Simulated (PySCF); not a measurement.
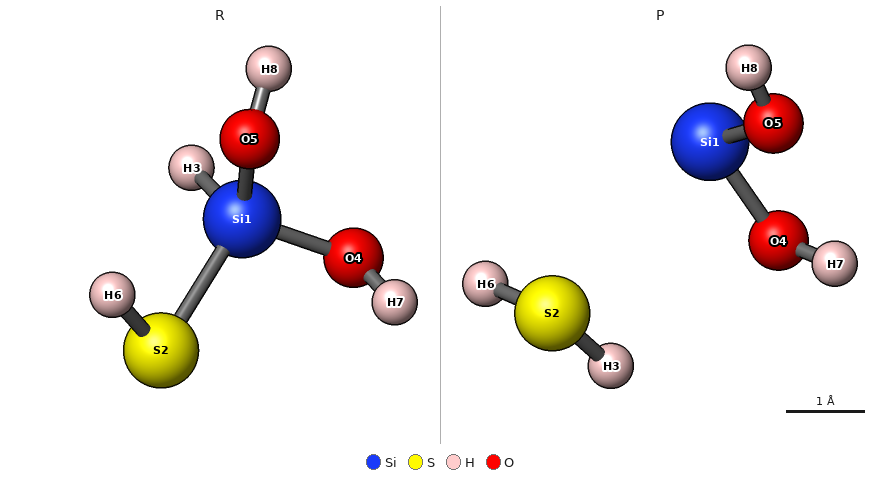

Reactant (R) and product (P) of one elementary step of SiH$_{4}$SO$_{2}$. Style: ball-and-stick. Shown at a tilt.

Stationary points at PBE0-D4/def2-TZVP, single-point energies with CCSD(T)/CBS, r2SCAN-D4, PBE-D4 (def2-TZVPP where no basis is named; PySCF 2.14.0). The energies are electronic, without zero-point or thermal terms, and both ends are the minima reached downhill from the saddle, with any fragments still in contact. CCSD(T)/CBS stands for a frozen-core estimate: MP2 correlation extrapolated from def2-TZVPP and def2-QZVPP, CCSD(T) minus MP2 from the smaller set.

R:
```xyz
8

Si   -0.2880    0.2296    0.1222
S    -0.8276   -1.1625   -1.3932
H    -1.4016    0.6305    1.0063
O     0.1694    1.6257   -0.5940
O     0.8844   -0.5223    0.9880
H    -0.4434   -2.2192   -0.6585
H     0.8021    1.5632   -1.3129
H     1.1045   -0.1451    1.8420
```

P:
```xyz
8

Si    0.0279    0.6948    1.0411
S    -0.9843   -1.7436   -0.8240
H    -1.2269   -0.6426   -1.5525
O    -0.0377    1.6285   -0.3225
O     1.6400    0.2759    0.9728
H    -2.1632   -1.6494   -0.1905
H     0.7880    1.7185   -0.8112
H     1.9560   -0.2823    1.6867
```

Predict the saddle point between them and the barrier.

Counted by bonded pieces, R holds SiH₄SO₂ and P holds H₂S + SiH₂O₂. From R over the saddle to P, a bond forms: S2–H3 (3.05 → 1.72 → 1.34 Å). Bonds break: Si1–S2 (2.13 → 2.56 → 3.23 Å), Si1–H3 (1.48 → 1.61 → 3.18 Å). The saddle has one imaginary mode, 1000i cm⁻¹. With CCSD(T)/CBS the barrier is 69.0 kcal/mol from R and 23.6 kcal/mol from P, and P lies 45.5 kcal/mol above R.

```csv
level,barrier from R (kcal/mol),barrier from P (kcal/mol),P less R (kcal/mol)
CCSD(T)/CBS,69.0,23.6,45.5
r2SCAN-D4,63.5,16.0,47.5
PBE-D4,56.9,15.7,41.2
```

Against CCSD(T)/CBS, r2SCAN-D4 comes closest on the barrier from R (−5.5 kcal/mol) and PBE-D4 misses most (−12.1 kcal/mol).

Saddle geometry:

```xyz
8

Si   -0.1929    0.6341    0.4331
S    -1.0820   -1.1557   -1.1656
H    -1.5526   -0.1899    0.1767
O     0.1915    1.7868   -0.6507
O     1.2215   -0.0243    0.9530
H    -0.7469   -2.1087   -0.2810
H     0.9789    1.6544   -1.1870
H     1.1822   -0.5967    1.7215
```

The saddle point in the same view, with dashed sticks for the bonds that form or break:

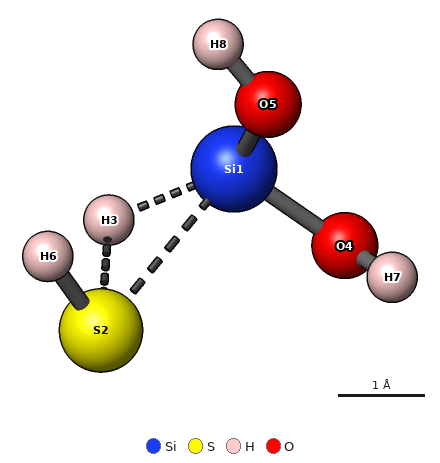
